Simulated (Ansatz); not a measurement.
Nudged elastic band of GeBH3F2

GeBH3F2, computed with RKS PBE-D4/def2-SVP (Ansatz 0.2.0).

It belongs to a series of runs on one base structure; here: band between the two ends. Figures and captions count atoms from 1; the log counts them from 0 in places.

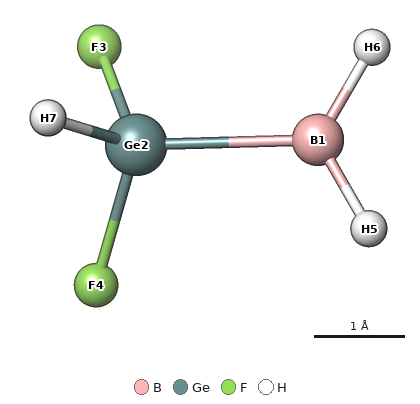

*The input geometry (ball-and-stick view, seen at a tilt; atoms are numbered from 1 in the order of the input). Sticks mark near contacts.*

Bond lengths as drawn: B–Ge 2.07 Å, B–H 1.21 Å, F–Ge 1.76 Å and Ge–H 1.55 Å.

### Input file
```yaml
crystal:
  periodic: [false, false, false]
  atoms:
    - { symbol: B, position_ang: [-0.896909, 0.932361, 0.032132] }
    - { symbol: Ge, position_ang: [0.600855, -0.496088, -0.064789] }
    - { symbol: F, position_ang: [0.963872, -1.089225, 1.550398] }
    - { symbol: F, position_ang: [0.004267, -1.924628, -0.899073] }
    - { symbol: H, position_ang: [-1.676908, 1.047001, -0.888079] }
    - { symbol: H, position_ang: [-0.960549, 1.672826, 0.989187] }
    - { symbol: H, position_ang: [1.965372, -0.142247, -0.719785] }
basis:
  gaussian: { orbitals: def2-SVP }
hamiltonian:
  xc: pbe
  dispersion: d4
neb:
  order_check: false
  images: 7
  f_tol: 0.03
  max_iterations: 60
  final_atoms:
    - { symbol: B, position_ang: [-0.34002697, 1.03189165, -0.21785776] }
    - { symbol: Ge, position_ang: [0.08083336, -0.89752329, 0.27194601] }
    - { symbol: F, position_ang: [1.05015519, -1.49578766, 1.599834] }
    - { symbol: F, position_ang: [0.10848594, -2.30803621, -0.762857] }
    - { symbol: H, position_ang: [-1.22106052, 0.96729072, -1.05584026] }
    - { symbol: H, position_ang: [-0.49460943, 1.60771326, 0.84413115] }
    - { symbol: H, position_ang: [0.81622243, 1.09445153, -0.67936515] }
  initial_path:
    images:
      - { positions_ang: [[-0.896909, 0.932361, 0.032132], [0.600855, -0.496088, -0.064789], [0.963872, -1.089225, 1.550398], [0.004267, -1.924628, -0.899073], [-1.676908, 1.047001, -0.888079], [-0.960549, 1.672826, 0.989187], [1.965372, -0.142247, -0.719785]] }
      - { positions_ang: [[-0.81096617, 0.91181935, 0.00544462], [0.64083639, -0.54598599, -0.0638711], [0.94709625, -1.13822654, 1.56033711], [-0.00577042, -1.96652385, -0.86851678], [-1.57902355, 1.02829288, -0.90833042], [-0.86847715, 1.64915806, 0.94941071], [1.67630466, 0.0614661, -0.67448314]] }
      - { positions_ang: [[-0.72502335, 0.8912777, -0.02124276], [0.68081778, -0.59588398, -0.06295321], [0.9303205, -1.18722809, 1.57027622], [-0.01580785, -2.00841971, -0.83796056], [-1.48113911, 1.00958476, -0.92858183], [-0.7764053, 1.62549011, 0.90963442], [1.38723732, 0.2651792, -0.62918127]] }
      - { positions_ang: [[-0.63908052, 0.87073605, -0.04793014], [0.72079917, -0.64578197, -0.06203531], [0.91354475, -1.23622963, 1.58021533], [-0.02584527, -2.05031556, -0.80740434], [-1.38325466, 0.99087664, -0.94883325], [-0.68433345, 1.60182217, 0.86985813], [1.09816998, 0.4688923, -0.58387941]] }
      - { positions_ang: [[-0.55313769, 0.8501944, -0.07461752], [0.76078056, -0.69567996, -0.06111741], [0.89676901, -1.28523117, 1.59015444], [-0.0358827, -2.09221141, -0.77684812], [-1.28537021, 0.97216853, -0.96908467], [-0.59226161, 1.57815422, 0.83008183], [0.80910265, 0.6726054, -0.53857755]] }
      - { positions_ang: [[-0.49986001, 0.89561871, -0.11042758], [0.59079376, -0.7461408, 0.02214844], [0.93511555, -1.33787029, 1.59257433], [0.00020946, -2.14616761, -0.77335034], [-1.26929279, 0.97094907, -0.99077357], [-0.56784856, 1.58554398, 0.83359416], [0.81088259, 0.77806693, -0.57377445]] }
      - { positions_ang: [[-0.44658233, 0.94104302, -0.14623764], [0.42080696, -0.79660163, 0.1054143], [0.9734621, -1.39050941, 1.59499422], [0.03630162, -2.20012381, -0.76985256], [-1.25321537, 0.96972962, -1.01246246], [-0.54343552, 1.59293374, 0.83710649], [0.81266254, 0.88352846, -0.60897135]] }
      - { positions_ang: [[-0.39330465, 0.98646734, -0.1820477], [0.25082016, -0.84706246, 0.18868015], [1.01180864, -1.44314854, 1.59741411], [0.07239378, -2.25408001, -0.76635478], [-1.23713794, 0.96851017, -1.03415136], [-0.51902247, 1.6003235, 0.84061882], [0.81444248, 0.98899, -0.64416825]] }
      - { positions_ang: [[-0.34002697, 1.03189165, -0.21785776], [0.08083336, -0.89752329, 0.27194601], [1.05015519, -1.49578766, 1.599834], [0.10848594, -2.30803621, -0.762857], [-1.22106052, 0.96729072, -1.05584026], [-0.49460943, 1.60771326, 0.84413115], [0.81622243, 1.09445153, -0.67936515]] }
```

Launched with:
```bash
ansatz run input.yaml --threads 2 --pin off --max-ram 3072MiB --backend cpu --events-out ev --progress --plain --runs-dir out
```

### Log
```
Engine: ansatz 0.2.0, aarch64-unknown-linux-gnu
Functional definition: PBE
  parameter kappa = 0.804
  parameter beta = 0.06672455060314922
  exchange = pbe_x(kappa = kappa, mu = beta*pi^2/3)
  correlation = pbe_c(beta = beta)
975 factors; their error is unknown
mean field evaluation 1: about -62646.6560 eV, gradient 5.1e1 eV
mean field evaluation 2: about -62629.2049 eV, gradient 1.2e2 eV
mean field evaluation 4: about -62650.8342 eV, gradient 4.5e0 eV
mean field evaluation 8: about -62650.8709 eV, gradient 7.8e-2 eV
mean field evaluation 16: about -62650.8118 eV, gradient 3.1e-5 eV
mean field -62650.81175364 eV, -2302.3748657009 hartree, gradient 3.1e-5 eV, S^2 0.000000; 0 other end points of the search recorded, 0 dependent functions left out
the calculation of the forces begins
reference -62650.81178616 eV, -2302.3748668959 hartree; 29, 29 occupied and 60, 60 virtual orbitals, 975 factors
975 factors; their error is unknown
mean field evaluation 32: about -62651.4886 eV, gradient 4.7e-5 eV
mean field -62651.48857808 eV, -2302.3997385401 hartree, gradient 4.7e-5 eV, S^2 0.000000; 0 other end points of the search recorded, 0 dependent functions left out
[... from here on the field's lines of each further geometry are left out, up to the last ...]
NEB iter   1: max|band force component| = 7.425e0 eV/Å  barrier→ = 3.3561 eV  barrier← = 4.0367 eV  Δτ_max = 0.2000 Å  (288 SCF iters)
NEB iter   2: max|band force component| = 4.382e0 eV/Å  barrier→ = 1.6992 eV  barrier← = 2.3798 eV  Δτ_max = 0.1923 Å  (231 SCF iters)
NEB iter   3: max|band force component| = 2.482e0 eV/Å  barrier→ = 0.8127 eV  barrier← = 1.4933 eV  Δτ_max = 0.1705 Å  (215 SCF iters)
NEB iter   4: max|band force component| = 1.152e0 eV/Å  barrier→ = 0.4819 eV  barrier← = 1.1625 eV  Δτ_max = 0.0500 Å  (193 SCF iters)
NEB iter   5: max|band force component| = 5.301e-1 eV/Å  barrier→ = 0.3797 eV  barrier← = 1.0603 eV  Δτ_max = 0.0510 Å  (196 SCF iters)
NEB iter   6: max|band force component| = 1.574e-1 eV/Å  barrier→ = 0.3474 eV  barrier← = 1.0280 eV  CI = image 4  Δτ_max = 0.0220 Å  (196 SCF iters)
NEB iter   7: max|band force component| = 1.126e-1 eV/Å  barrier→ = 0.3465 eV  barrier← = 1.0271 eV  CI = image 4  Δτ_max = 0.0090 Å  (190 SCF iters)
NEB iter   8: max|band force component| = 3.326e-2 eV/Å  barrier→ = 0.3461 eV  barrier← = 1.0268 eV  CI = image 4  Δτ_max = 0.0043 Å  (173 SCF iters)
the calculation of the forces begins
reference -62651.47283817 eV, -2302.3991601092 hartree; 29, 29 occupied and 60, 60 virtual orbitals, 975 factors
975 factors; their error is unknown
mean field evaluation 672: about -62650.4639 eV, gradient 9.5e-4 eV
mean field -62650.46386259 eV, -2302.3620809406 hartree, gradient 1.6e-5 eV, S^2 0.000000; 1 other end points of the search recorded, 0 dependent functions left out
the calculation of the forces begins
reference -62650.46389420 eV, -2302.3620821023 hartree; 29, 29 occupied and 60, 60 virtual orbitals, 975 factors
NEB iter   9: max|band force component| = 1.314e-2 eV/Å  barrier→ = 0.3461 eV  barrier← = 1.0267 eV  CI = image 4  Δτ_max = 0.0000 Å  (333 SCF iters)
```

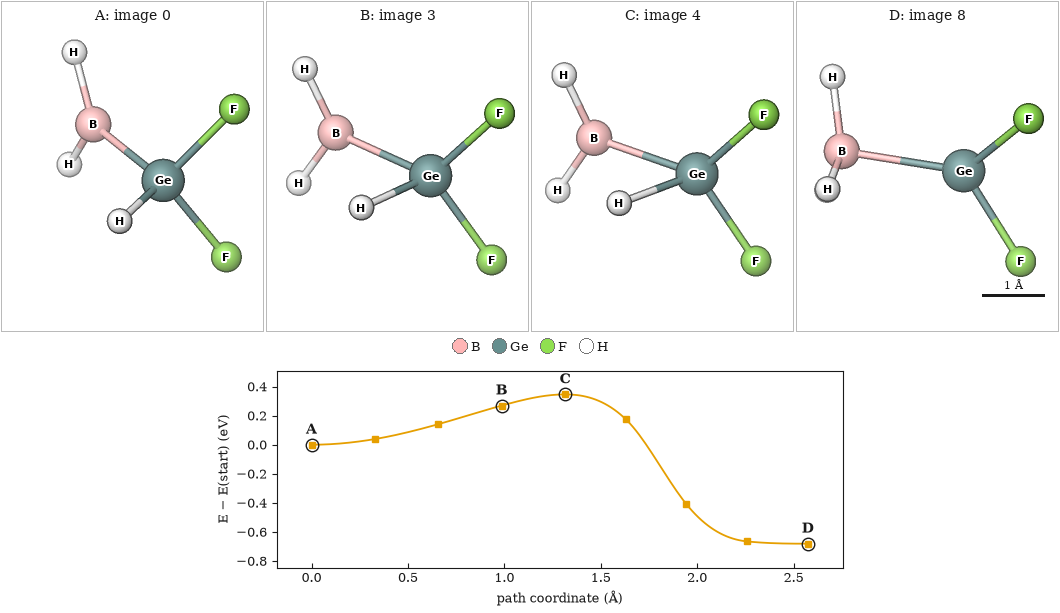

*Images of the last band (counted from 0; ball-and-stick, seen at a tilt) above the energy along the path; the line is a cubic interpolation that uses the forces.*

The highest image is number 4, 0.346 eV above the start and 1.027 eV above the end (the climbing image); the end lies 0.681 eV below the start. The path is 2.57 Å long. The band converged in 9 iterations.

```
Total energy: -62650.57262529 eV, -2302.3660778959 hartree
Atom 0 at    -0.826425     0.903208     0.014905 Å, force    -0.004902     0.003814    -0.000009 eV/Å
Atom 1 at     0.259440    -0.730571     0.147733 Å, force     0.003457     0.002828    -0.002708 eV/Å
Atom 2 at     1.149302    -1.306735     1.534951 Å, force    -0.000347    -0.002620    -0.001481 eV/Å
Atom 3 at     0.203266    -2.130745    -0.893689 Å, force     0.001667    -0.001850     0.002823 eV/Å
Atom 4 at    -1.346827     1.093813    -1.060966 Å, force     0.002548     0.001115     0.003206 eV/Å
Atom 5 at    -0.602646     1.746115     0.853955 Å, force     0.000532    -0.002005    -0.003511 eV/Å
Atom 6 at     1.163889     0.424915    -0.596898 Å, force    -0.002955    -0.001283     0.001679 eV/Å
Dipole moment:    -0.237367     0.356251    -0.028272 e Å
this run last wrote the band of iteration 9 to [file]
```

### The last band as extended XYZ (Å, eV, eV/Å)
```
7
Properties=species:S:1:pos:R:3:forces:R:3 image=0 energy=-62650.91872
B    -0.8969    0.9324    0.0321    0.0129  -0.0053  -0.0030
Ge    0.6009   -0.4961   -0.0648   -0.0166   0.0005   0.0065
F     0.9639   -1.0892    1.5504    0.0025   0.0024   0.0035
F     0.0043   -1.9246   -0.8991   -0.0012  -0.0010  -0.0050
H    -1.6769    1.0470   -0.8881   -0.0037  -0.0007  -0.0021
H    -0.9605    1.6728    0.9892   -0.0014   0.0013   0.0038
H     1.9654   -0.1422   -0.7198    0.0075   0.0027  -0.0036
7
Properties=species:S:1:pos:R:3:forces:R:3 image=1 energy=-62650.87979
B    -0.9047    0.9203    0.0393    0.0018   0.0108  -0.0046
Ge    0.5236   -0.5590   -0.0134    0.0581   0.0398  -0.0363
F     1.0147   -1.1827    1.5526   -0.0355   0.0433   0.0020
F     0.0648   -2.0112   -0.8872   -0.0368   0.0416  -0.0025
H    -1.6109    1.0901   -0.9308   -0.0612  -0.0148   0.0329
H    -0.8839    1.7268    0.9436   -0.0633  -0.0173   0.0267
H     1.7964    0.0158   -0.7041    0.1370  -0.1033  -0.0182
7
Properties=species:S:1:pos:R:3:forces:R:3 image=2 energy=-62650.77741
B    -0.9047    0.9073    0.0437   -0.0215   0.0118   0.0036
Ge    0.4401   -0.6166    0.0388    0.1011   0.0623  -0.0606
F     1.0628   -1.2457    1.5517   -0.0527   0.0442   0.0074
F     0.1152   -2.0720   -0.8826   -0.0534   0.0429   0.0045
H    -1.5216    1.1127   -0.9789   -0.1064   0.0009   0.0508
H    -0.7910    1.7532    0.9038   -0.1117  -0.0048   0.0359
H     1.5993    0.1611   -0.6765    0.2445  -0.1573  -0.0416
7
Properties=species:S:1:pos:R:3:forces:R:3 image=3 energy=-62650.64932
B    -0.8859    0.9002    0.0389   -0.0707  -0.0039   0.0282
Ge    0.3522   -0.6713    0.0915    0.1025   0.0692  -0.0638
F     1.1069   -1.2850    1.5458   -0.0459   0.0238   0.0099
F     0.1601   -2.1101   -0.8854   -0.0455   0.0234   0.0101
H    -1.4275    1.1126   -1.0238   -0.0907   0.0204   0.0437
H    -0.6910    1.7581    0.8719   -0.0994   0.0116   0.0199
H     1.3852    0.2956   -0.6390    0.2496  -0.1444  -0.0480
7
Properties=species:S:1:pos:R:3:forces:R:3 image=4 energy=-62650.57259
B    -0.8264    0.9032    0.0149   -0.0049   0.0038   0.0000
Ge    0.2594   -0.7306    0.1477    0.0035   0.0028  -0.0027
F     1.1493   -1.3067    1.5350   -0.0003  -0.0026  -0.0015
F     0.2033   -2.1307   -0.8937    0.0017  -0.0019   0.0028
H    -1.3468    1.0938   -1.0610    0.0025   0.0011   0.0032
H    -0.6026    1.7461    0.8540    0.0005  -0.0020  -0.0035
H     1.1639    0.4249   -0.5969   -0.0030  -0.0013   0.0017
7
Properties=species:S:1:pos:R:3:forces:R:3 image=5 energy=-62650.74375
B    -0.6782    0.9286   -0.0513    0.5741   0.0815  -0.2520
Ge    0.1556   -0.8019    0.2123   -0.3893  -0.2839   0.2474
F     1.1638   -1.3217    1.5351    0.1177  -0.0449  -0.0324
F     0.2168   -2.1462   -0.8948    0.1192  -0.0442  -0.0290
H    -1.2948    1.0761   -1.0817    0.1595  -0.1061  -0.0530
H    -0.5460    1.7319    0.8437    0.1770  -0.0922  -0.0099
H     0.9828    0.5331   -0.5634   -0.7583   0.4898   0.1289
7
Properties=species:S:1:pos:R:3:forces:R:3 image=6 energy=-62651.32824
B    -0.5063    0.9609   -0.1290    0.9901   0.1651  -0.4427
Ge    0.0527   -0.8736    0.2767   -0.5599  -0.4328   0.3646
F     1.1661   -1.3410    1.5365    0.1271  -0.0851  -0.0460
F     0.2211   -2.1633   -0.8868    0.1429  -0.0715  -0.0054
H    -1.2512    1.0577   -1.0850    0.1748  -0.1683   0.0343
H    -0.5063    1.7095    0.8290    0.1480  -0.1931  -0.0366
H     0.8239    0.6498   -0.5414   -1.0230   0.7856   0.1318
7
Properties=species:S:1:pos:R:3:forces:R:3 image=7 energy=-62651.58382
B    -0.3956    1.0133   -0.1899    0.0498   0.0192  -0.0258
Ge    0.0107   -0.9095    0.3050   -0.0157  -0.0143   0.0109
F     1.1217   -1.4219    1.5560   -0.0108  -0.0349   0.0058
F     0.1914   -2.2309   -0.8276   -0.0042  -0.0296   0.0220
H    -1.2290    1.0134   -1.0726    0.0020  -0.0233   0.0099
H    -0.4875    1.6614    0.8325    0.0005  -0.0252   0.0057
H     0.7883    0.8741   -0.6034   -0.0215   0.1081  -0.0285
7
Properties=species:S:1:pos:R:3:forces:R:3 image=8 energy=-62651.59932
B    -0.3400    1.0319   -0.2179    0.0043   0.0182  -0.0040
Ge    0.0808   -0.8975    0.2719    0.0024   0.0008  -0.0012
F     1.0502   -1.4958    1.5998   -0.0002   0.0007   0.0035
F     0.1085   -2.3080   -0.7629   -0.0010   0.0004  -0.0029
H    -1.2211    0.9673   -1.0558    0.0079  -0.0021   0.0137
H    -0.4946    1.6077    0.8441   -0.0004  -0.0114  -0.0150
H     0.8162    1.0945   -0.6794   -0.0130  -0.0066   0.0060
```

### Summary

```tsv
quantity	value
outcome	converged
barrier, forward	0.346 eV
barrier, backward	1.027 eV
hardware	2 threads of Arm Neoverse V1, 24 GiB of memory available, shared host
wall time	85 s (CPU time 2.7 min)
peak memory	0.13 GiB
```

### Remarks

The order of the saddle point was not checked.
